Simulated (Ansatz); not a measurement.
```xyz
5

Ge   -1.7402   -0.4755   -0.0142
I    -1.5344   -2.3401   -1.7273
H    -2.0740   -1.1223    1.3355
H    -0.3939    0.2567    0.0363
H    -2.8650    0.4572   -0.4788
```

Geometry: B3LYP-D4/def2-TZVP; core potentials replace the inner electrons of I.

All numbers below come from Ansatz 0.2.0, isolated molecule in a Gaussian basis; Kohn-Sham density functional theory, functional PBE0.

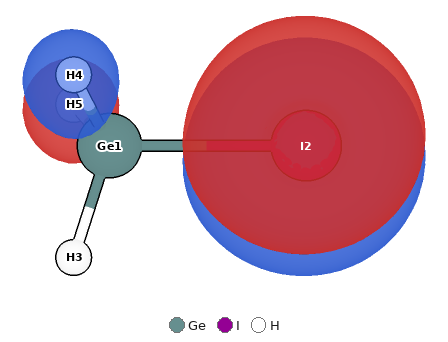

GeH3I (SMILES [GeH3][I]). The HOMO at ±0.08 Å⁻³ᐟ² (red and blue are the two phases), seen from one side.

**Describe this orbital and give its energy.**

By Hirshfeld shares it lies mainly on I2 (about 90 %); largely a lone pair of I2. It is one of a degenerate set, so its orientation is arbitrary. Its energy is −7.57 eV.
